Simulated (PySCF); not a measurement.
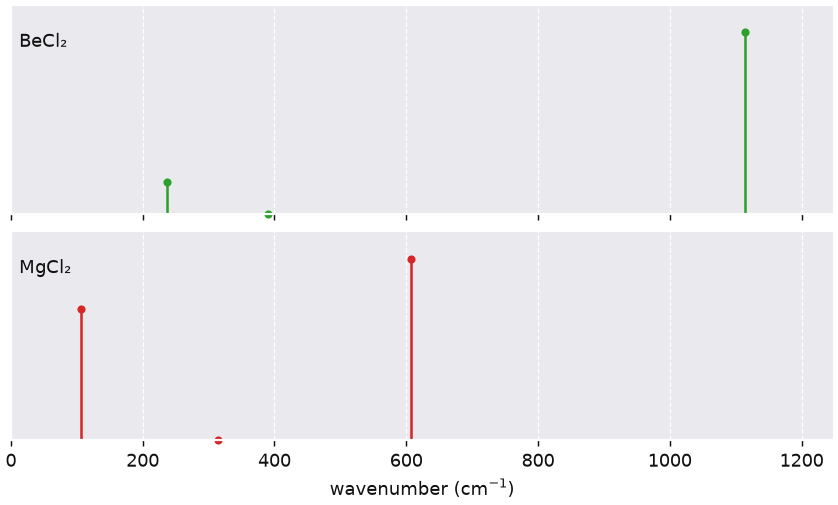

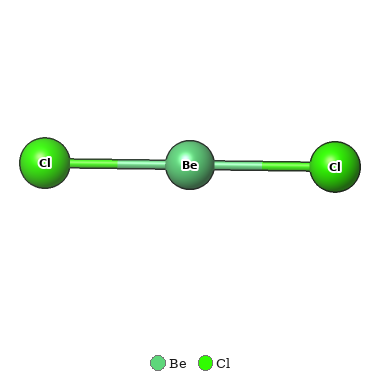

Harmonic infrared lines of BeCl₂ and MgCl₂, all D∞h singlets, each the lowest point that its search found (BeCl₂ is drawn); the central atom changes down one group of the periodic table. PBE/def2-TZVP, PySCF 2.14.0, unscaled, no spin-orbit coupling; each panel is scaled to its strongest line, degenerate modes are one line with their intensities summed, and dots on the axis are modes too weak to show or inactive.

Q: How do the bond length and the stretches change along the series?

A: Mean bond length: BeCl₂ 1.809, MgCl₂ 2.183 Å, rising down the group. Highest σu+ mode: BeCl₂ 1115, MgCl₂ 607 cm⁻¹, falling down the group.

Q: Give the modes by symmetry (cm⁻¹).

A:
```csv
symmetry,BeCl₂,MgCl₂
πu,236.5,106.4
σg+,389.5,314.8
σu+,1114.7,606.9
```
